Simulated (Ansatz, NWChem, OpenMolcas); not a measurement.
A ladder of methods for Cu2 (SMILES [Cu][Cu])

Cu2: 2 atoms, total charge 0, spin state singlet. SMILES: `[Cu][Cu]`. Geometry: the measured bond length.

```xyz
2

Cu    0.0000    0.0000    0.0000
Cu    0.0000    0.0000    2.2197
```

Each level gives the HOMO–LUMO gap (eV). The values are calculated.

```tsv
level	kind	program	value (eV)
HF/def2-SVPD	Hartree–Fock	OpenMolcas	6.69
SVWN5/def2-SVPD	LDA	Ansatz	1.42
BLYP/def2-SVPD	GGA	Ansatz	1.29
PBE/def2-SVPD	GGA	NWChem	1.36
r2SCAN/def2-SVPD	meta-GGA	OpenMolcas	1.68
BHLYP/def2-SVPD	global hybrid	OpenMolcas	4.67
CAM-B3LYP/def2-SVPD	range-separated hybrid	NWChem	5.32
wB97X/def2-SVPD	range-separated hybrid	Ansatz	7.05
```

The values span 1.29 to 7.05 eV. Orbital gaps aren't excitation energies; they tend to grow with the share of exact exchange.

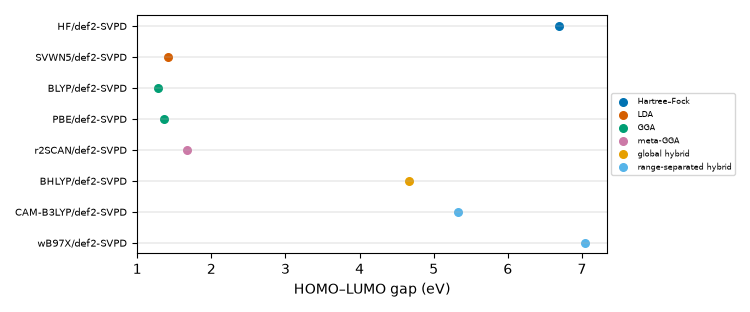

The values of the table, level by level.
